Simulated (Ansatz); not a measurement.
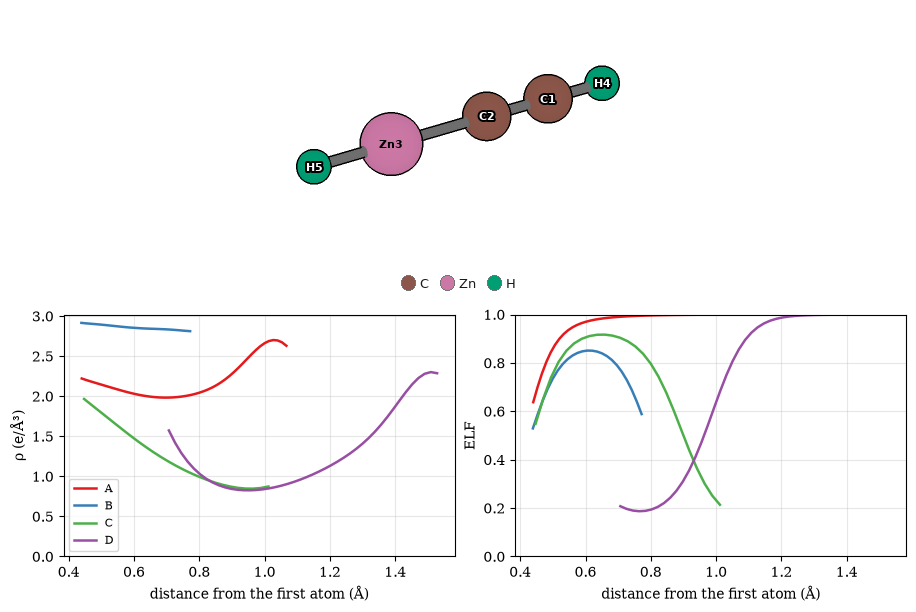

*C₂H₂Zn. Total electron density and ELF along straight lines between neighbouring atoms. The curves leave out the atomic cores. The structure is drawn too.*

Geometry: PBE0-D4/def2-TZVP.

These are results of RKS PBE0-D4/def2-TZVPP in Ansatz 0.2.0, not measurements.

```xyz
5

C    -1.2811    0.6310    0.6558
C    -0.2943    0.1426    0.1527
Zn    1.2400   -0.6120   -0.6337
H    -2.1503    1.0615    1.0988
H     2.4857   -1.2230   -1.2736
```

Which curve belongs to which contact (C–C, C–H, C–Zn and Zn–H)? The first atom named is at distance zero.

Curve A: C–H (1.07 Å): ρ at the midpoint is about 2.1 e/Å³; the ELF climbs to about 1 towards the hydrogen, as it does in any bond to H (an ordinary covalent bond to hydrogen). Curve B: C–C (1.21 Å): ρ is about 2.9 e/Å³ halfway; the ELF peaks at about 0.85 between the atoms (a multiple bond). Curve C: C–Zn (1.88 Å): ρ is about 0.85 e/Å³ halfway; the ELF peaks at about 0.90 in the valence shell of C, 0.7 Å from its nucleus, and is about 0.35 at the midpoint. Curve D: Zn–H (1.53 Å): ρ is about 1.2 e/Å³ halfway; the ELF climbs to about 1 towards the hydrogen.
